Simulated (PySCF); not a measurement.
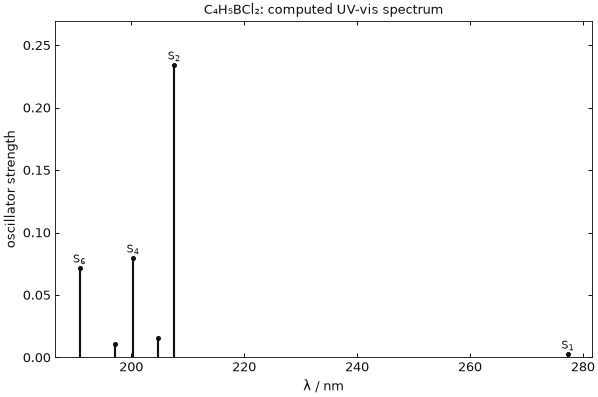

Computed absorption of C₄H₅BCl₂, SMILES CC1=C[C@H]1B(Cl)Cl. Vertical TDDFT excitations, B3LYP/def2-SVPD (IEF-PCM tetrahydrofuran), PySCF 2.14.0, at a PBE0-D3(BJ)/def2-SVP geometry (no frequency check). The lowest 6 singlet states are shown.

### Which of the computed transitions is the brightest, and what character does the calculation give it?

S2 at 5.97 eV (208 nm), f = 0.234, mainly HOMO−1 → LUMO (85 %).

### Where is the lowest singlet, and is it bright?

S1 lies at 4.47 eV (277 nm) with f = 0.002, mainly HOMO → LUMO (99 %); it is dark or nearly so.

### List the transitions behind the spectrum.

```csv
state,E (eV),λ (nm),f,main character
S1,4.47,277,0.002,HOMO → LUMO (99 %)
S2,5.97,208,0.234,HOMO−1 → LUMO (85 %)
S3,6.06,205,0.016,HOMO−2 → LUMO (93 %)
S4,6.19,200,0.079,HOMO → LUMO+1 (61 %)
S5,6.29,197,0.011,HOMO → LUMO+2 (65 %)
S6,6.50,191,0.071,HOMO−3 → LUMO (39 %)
```

Caveats: one conformer of a flexible molecule; core orbitals are frozen in the response.
